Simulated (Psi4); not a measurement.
# SCAN/cc-pVTZ (density fitting, sweep point 4) run of BSiH4O2F (SMILES O[SiH2]B(O)F)

Aim: the vertical ionisation energy of BSiH4O2F at SCAN/cc-pVTZ (density fitting, sweep point 4), from 2 runs. 

The calculation is run with Psi4 1.11.

4 further runs of the same task are left out: 4 set aside as unsound or not needed.

### 1 The structure to begin with

BSiH4O2F has 9 atoms, charge 0, and is taken as a singlet. As SMILES, `O[SiH2]B(O)F`. Geometry: relaxed at PBE0-D4/def2-TZVP. This is one conformer, not always the lowest.

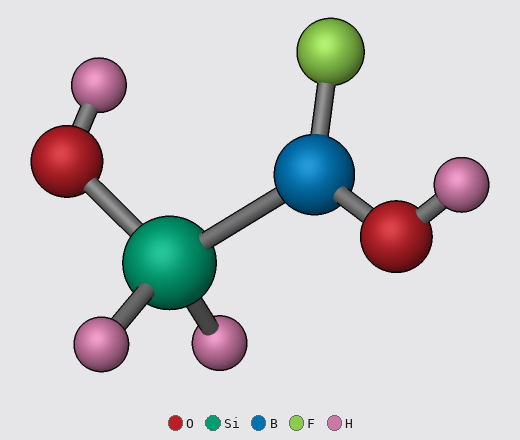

The structure, seen from a chosen angle (oxygen red, silicon teal, boron blue, fluorine green, hydrogen pink).

### 2 A single-point energy at SCAN/cc-pVTZ (density fitting, sweep point 4)

The input, bfh4o2si.inp:

```
memory 1600 MB

molecule {
  0 1
  O      1.152500     0.650100     1.703000
  Si     0.837600    -0.439800     0.500200
  B     -0.701500     0.194000    -0.670900
  O     -0.968000    -0.381600    -1.859000
  F     -1.488500     1.196900    -0.250400
  H      0.401000     1.098100     2.092900
  H      2.093300    -0.579800    -0.278100
  H      0.493300    -1.781600     1.056300
  H     -1.731300    -0.002600    -2.311100
  symmetry c1
}

set basis cc-pVTZ
set puream true
set scf_type df
set dft_radial_points 50
set dft_spherical_points 194

E, wfn = energy('scan', return_wfn=True)
print_variables()
```

Command:

```bash
$ psi4 -i bfh4o2si.inp -o bfh4o2si.out -n 1
```

bfh4o2si.out:

```text
[...]
  Running in c1 symmetry.
[...]
  Nuclear repulsion =  215.356529037151603
[...]
  Multiplicity = 1
[...]
  Nalpha       = 24
  Nbeta        = 24
[...]
    Number of basis functions: 210
[...]
   @DF-RKS iter   1:  -566.87323930500315   -3.91180e-01   4.75329e-03 ADIIS/DIIS
[...]
   @DF-RKS iter  10:  -567.22810365631585   -4.58547e-08   1.58978e-07 DIIS
[...]
    Orbital Energies [Eh]
    ---------------------
    Doubly Occupied:
       1A    -65.752899     2A    -24.531837     3A    -19.012171
       4A    -18.971791     5A     -6.700987     6A     -5.217996
       7A     -3.558390     8A     -3.556752     9A     -3.556345
      10A     -1.180913    11A     -1.016454    12A     -0.968665
      13A     -0.560922    14A     -0.522614    15A     -0.506870
      16A     -0.452053    17A     -0.430001    18A     -0.412417
      19A     -0.355544    20A     -0.347337    21A     -0.341708
      22A     -0.334683    23A     -0.284179    24A     -0.259341
[...]
  @DF-RKS Final Energy:  -567.22810365631585
   => Energetics <=
    Nuclear Repulsion Energy =            215.3565290371516028
    One-Electron Energy =               -1212.6733342697925764
    Two-Electron Energy =                 484.2780109428953210
    DFT Exchange-Correlation Energy =     -54.1893093665702352
    Empirical Dispersion Energy =           0.0000000000000000
    VV10 Nonlocal Energy =                  0.0000000000000000
    Total Energy =                       -567.2281036563158523
[...]
 Multipole Moments:
 ------------------------------------------------------------------------------------
     Multipole            Electronic (a.u.)      Nuclear  (a.u.)        Total (a.u.)
 ------------------------------------------------------------------------------------
 L = 1.  Multiply by 2.5417464519 to convert [e a0] to [Debye]
 Dipole X            :         -4.2549691            3.4374619           -0.8175072
 Dipole Y            :          3.0208179           -2.8216325            0.1991854
 Dipole Z            :         -1.7312454            1.4127673           -0.3184781
 Magnitude           :                                                    0.8996783
[...]
```

It took 11 s on 1 thread of Intel Xeon 6975P-C (Granite Rapids), shared host; peak memory 1.4 GiB.

### 3 The doublet cation at the same level

The input, job.dat:

```
memory 1600 mb

molecule molecule1 {
  1 2
  O      1.152500     0.650100     1.703000
  Si     0.837600    -0.439800     0.500200
  B     -0.701500     0.194000    -0.670900
  O     -0.968000    -0.381600    -1.859000
  F     -1.488500     1.196900    -0.250400
  H      0.401000     1.098100     2.092900
  H      2.093300    -0.579800    -0.278100
  H      0.493300    -1.781600     1.056300
  H     -1.731300    -0.002600    -2.311100
  symmetry c1
}

set reference uks
set puream true
set scf_type df
set dft_radial_points 50
set dft_spherical_points 194
set maxiter 100

e = energy('scan/cc-pVTZ')
```

Command:

```bash
$ psi4 job.dat job.out -n 1
```

job.out:

```text
[...]
  Running in c1 symmetry.
[...]
  Nuclear repulsion =  215.356529037151603
[...]
  Multiplicity = 2
[...]
  Nalpha       = 24
  Nbeta        = 23
[...]
    Number of basis functions: 210
[...]
   @DF-UKS iter   1:  -566.55987551225837   -7.78164e-02   4.37957e-03 DIIS/ADIIS
[...]
   @DF-UKS iter  13:  -566.85356349728886   -2.81515e-08   3.48392e-07 DIIS
[...]
   @S^2 Observed:                7.581693607E-01
[...]
    Orbital Energies [Eh]
    ---------------------
    Alpha Occupied:
       1A    -66.016744     2A    -24.758293     3A    -19.257507
       4A    -19.222097     5A     -6.962712     6A     -5.481270
       7A     -3.824007     8A     -3.821299     9A     -3.818264
      10A     -1.401369    11A     -1.244437    12A     -1.222263
      13A     -0.801530    14A     -0.761526    15A     -0.724558
      16A     -0.697900    17A     -0.650659    18A     -0.643008
      19A     -0.612791    20A     -0.595534    21A     -0.557315
      22A     -0.549278    23A     -0.541659    24A     -0.529315
    Alpha Virtual:
      25A     -0.281657    26A     -0.237884    27A     -0.156963
[...]
  @DF-UKS Final Energy:  -566.85356349728886
   => Energetics <=
    Nuclear Repulsion Energy =            215.3565290371516028
    One-Electron Energy =               -1201.1573401862117407
    Two-Electron Energy =                 472.7680125950992078
    DFT Exchange-Correlation Energy =     -53.8207649433279798
    Empirical Dispersion Energy =           0.0000000000000000
    VV10 Nonlocal Energy =                  0.0000000000000000
    Total Energy =                       -566.8535634972888602
[...]
 Multipole Moments:
 ------------------------------------------------------------------------------------
     Multipole            Electronic (a.u.)      Nuclear  (a.u.)        Total (a.u.)
 ------------------------------------------------------------------------------------
 L = 1.  Multiply by 2.5417464519 to convert [e a0] to [Debye]
 Dipole X            :         -3.5181054            3.4374619           -0.0806435
 Dipole Y            :          2.4048994           -2.8216325           -0.4167332
 Dipole Z            :         -1.0593999            1.4127673            0.3533674
 Magnitude           :                                                    0.5523029
[...]
```

It took 20 s on 1 thread of Intel Xeon 6975P-C (Granite Rapids), shared host; peak memory 1.4 GiB.

### 4 Results

Level: SCAN/cc-pVTZ (density fitting, sweep point 4).

| quantity | value |
| --- | --- |
| singlet BSiH4O2F: total energy | -567.22810 Eh |
| singlet BSiH4O2F: dipole moment | 2.29 D |
| singlet BSiH4O2F: HOMO energy | -7.06 eV |
| singlet BSiH4O2F: LUMO energy | -1.18 eV |
| singlet BSiH4O2F: HOMO–LUMO gap | 5.87 eV |
| doublet cation: total energy | -566.85356 Eh |
| doublet cation: HOMO energy (highest over α and β) | -14.04 eV |
| doublet cation: LUMO energy (lowest over α and β) | -13.30 eV |
| doublet cation: ⟨S²⟩ | 0.758 |
| vertical ionisation energy (to the doublet cation) | 10.192 eV |

**Reading.** The vertical ionisation energy comes to 10.19 eV (983 kJ/mol). The negative HOMO energy of the first species, 7.06 eV, lies 3.13 eV below that difference.
